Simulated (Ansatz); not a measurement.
# One shape, several levels: CH2ClF (chlorofluoromethane)

We compute a comparison of 6 runs (HF/STO-3G, r2SCAN/STO-3G, wB97M-V/STO-3G, CCSDTQ/STO-3G, CCSD(T)/STO-3G, FCI/STO-3G) of CH2ClF (chlorofluoromethane). 

Program for the calculation: Ansatz 0.2.0.

70 further runs of the same task are left out: 2 that didn't finish, 68 set aside as unsound or not needed.

## Step 1: The structure to begin with

CH2ClF has 5 atoms, charge 0, and is taken as a singlet. As SMILES, `FCCl`. The H4–C2 distance was set to 2.179 Å, away from the relaxed value. At this shape a bond of the SMILES string is far longer than usual.

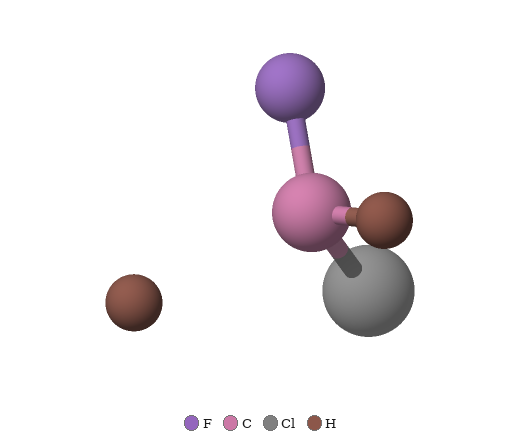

Viewed from a chosen angle; fluorine purple, carbon pink, chlorine grey, hydrogen brown.

## Step 2: The energy at HF/STO-3G (run 1)

The input, in.yaml:

```yaml
crystal:
  periodic: [false, false, false]
  atoms:
    - symbol: F
      position_ang: [-1.718986, 0.952422, 0.079021]
    - symbol: C
      position_ang: [-0.664976, 0.481222, -0.629409]
    - symbol: Cl
      position_ang: [-1.171506, -0.840988, -1.685539]
    - symbol: H
      position_ang: [0.832130, -0.302600, 0.745580]
    - symbol: H
      position_ang: [-0.270816, 1.277572, -1.259559]
basis:
  gaussian: {orbitals: STO-3G}
accuracy: high
hamiltonian: {xc: hf}
```

The run is started by

```
$ ansatz run in.yaml --threads 1 --pin off --max-ram 3480MiB --events-out events.jsonl --progress --plain --runs-dir runs
```

Log:

```text
Warning: RAYON_NUM_THREADS=1 ignored (pool sized by the plan → 1); use --threads N
Functional definition: HF
  name "HF"
  exchange = exact_x
  correlation = 0
373 factors; integrals over basis functions are off by at most 3.3e-8 eV
mean field evaluation 1: about -16073.8710 eV, gradient 3.6e1 eV
mean field evaluation 2: about -16073.9677 eV, gradient 3.6e1 eV
mean field evaluation 4: about -16079.5755 eV, gradient 1.8e0 eV
mean field evaluation 8: about -16079.5958 eV, gradient 2.6e-4 eV
mean field -16079.59578888 eV, -590.9142460998 hartree, gradient 2.6e-8 eV, S^2 0.000000; 0 other end points of the search recorded, 0 dependent functions left out
reference -16079.59578888 eV, -590.9142460998 hartree; 17, 17 occupied and 4, 4 virtual orbitals, 373 factors
Total energy: -16079.59578888 eV, -590.9142460998 hartree
```

Wall time 0.12 s (1 thread of Arm Neoverse V1, shared host).

## Step 3: A single-point energy at r2SCAN/STO-3G (run 2)

The input, run.yaml:

```yaml
crystal:
  periodic: [false, false, false]
  atoms:
    - symbol: F
      position_ang: [-1.718986, 0.952422, 0.079021]
    - symbol: C
      position_ang: [-0.664976, 0.481222, -0.629409]
    - symbol: Cl
      position_ang: [-1.171506, -0.840988, -1.685539]
    - symbol: H
      position_ang: [0.832130, -0.302600, 0.745580]
    - symbol: H
      position_ang: [-0.270816, 1.277572, -1.259559]
basis:
  gaussian:
    orbitals: STO-3G
accuracy: high
hamiltonian:
  xc: {name: r2SCAN}
total_charge: 0
```

The run is started by

```
$ ansatz run run.yaml --threads 1 --pin off --max-ram 3480MiB --events-out events.jsonl --progress --plain --runs-dir runs
```

Log:

```text
Warning: RAYON_NUM_THREADS=1 ignored (pool sized by the plan → 1); use --threads N
Functional definition: r2SCAN
  name "r2SCAN"
  parameter k0 = 0.174
  parameter k1 = 0.065
  parameter a1 = 4.9479
  exchange = r2scan_x(k0 = k0, k1 = k1, a1 = a1)
  correlation = r2scan_c
373 factors; integrals over basis functions are off by at most 3.3e-8 eV
mean field evaluation 1: about -16109.3074 eV, gradient 2.9e1 eV
mean field evaluation 2: about -16097.9698 eV, gradient 4.6e1 eV
mean field evaluation 4: about -16112.8943 eV, gradient 1.3e1 eV
mean field evaluation 8: about -16113.8465 eV, gradient 7.4e-1 eV
mean field evaluation 16: about -16113.7792 eV, gradient 1.2e-5 eV
mean field -16113.77920458 eV, -592.1704634563 hartree, gradient 1.9e-8 eV, S^2 0.000000; 0 other end points of the search recorded, 0 dependent functions left out
reference -16113.77920490 eV, -592.1704634682 hartree; 17, 17 occupied and 4, 4 virtual orbitals, 373 factors
Total energy: -16113.77920490 eV, -592.1704634682 hartree
```

Run time: 3.3 s. Hardware: 1 thread of Arm Neoverse V1, shared host; peak memory 0.14 GiB.

Runs 3 to 5 aren't shown in full; the table further down has their settings and results.

## Step 4: The energy at FCI/STO-3G (run 6)

The input, in.yaml:

```yaml
crystal:
  periodic: [false, false, false]
  atoms:
    - {symbol: F, position_ang: [-1.718986, 0.952422, 0.079021]}
    - {symbol: C, position_ang: [-0.664976, 0.481222, -0.629409]}
    - {symbol: Cl, position_ang: [-1.171506, -0.840988, -1.685539]}
    - {symbol: H, position_ang: [0.832130, -0.302600, 0.745580]}
    - {symbol: H, position_ang: [-0.270816, 1.277572, -1.259559]}
basis:
  gaussian: {orbitals: STO-3G}
correlation: {method: fci, frozen_orbitals: {C: 1, Cl: 5, F: 1, H: 0}}
accuracy: high
```

The run is started by

```
$ ansatz run in.yaml --threads 1 --pin off --max-ram 3480MiB --events-out events.jsonl --progress --plain --runs-dir runs
```

Log (excerpt; [...] marks lines left out):

```text
Warning: RAYON_NUM_THREADS=1 ignored (pool sized by the plan → 1); use --threads N
[... 2 set-up lines as earlier in the session ...]
[...]
373 factors; integrals over basis functions are off by at most 3.3e-8 eV
[...]
mean field -16079.59578888 eV, -590.9142460998 hartree, gradient 2.6e-8 eV, S^2 0.000000; 0 other end points of the search recorded, 0 dependent functions left out; unrestricted orbitals would lower it
[...]
unrestricted determinant -16082.24719775 eV, -591.0116835788 hartree, S^2 0.8948
7 core orbitals not correlated: weight in the atoms' cores, before any rotation towards them, 1.000 or more for the frozen orbitals, at most 0.000 for the correlated occupied ones
reference -16079.59578888 eV, -590.9142460998 hartree; 10, 10 occupied and 4, 4 virtual orbitals, 373 factors
state -16085.26825546 eV, -591.1227054017 hartree
Total energy: -16085.26825546 eV, -591.1227054017 hartree
```

Run time: 4.2 s. Hardware: 1 thread of Arm Neoverse V1, shared host; peak memory 0.14 GiB.

## Step 5: All runs side by side

```
run           level  frozen core orbitals  energy (Eh)  wall time
  1       HF/STO-3G                     –  -590.914246     0.12 s
  2   r2SCAN/STO-3G                     –  -592.170463      3.3 s
  3  wB97M-V/STO-3G                     –  -592.249732       22 s
  4   CCSDTQ/STO-3G                     7  -591.122732       12 s
  5  CCSD(T)/STO-3G                     7  -591.121559      0.2 s
  6      FCI/STO-3G                     7  -591.122705      4.2 s
```

## Step 6: Summary of results

| quantity | value |
| --- | --- |
| run 6: total energy | -591.12271 Eh |
| run 6: correlation energy (7 core orbitals frozen) | -208.5 mEh |

**Reading.** Against full CI in this basis: HF +208.5 mEh; CCSDTQ -0.0 mEh; CCSD(T) +1.1 mEh. Totals of different functionals can't be ranked against each other. In runs 4, 5 the log says that unrestricted orbitals would lower the reference, so the values rest on an unstable closed-shell determinant (other closed-shell runs at this shape may share the fault). In runs 1, 2, 3, 4, 5, 6 the basis is minimal, so the values are rough. In runs 1, 2, 3, 5 a closed-shell determinant meets a far-stretched bond, which it describes badly. All runs together took 42 s, the longest 22 s.
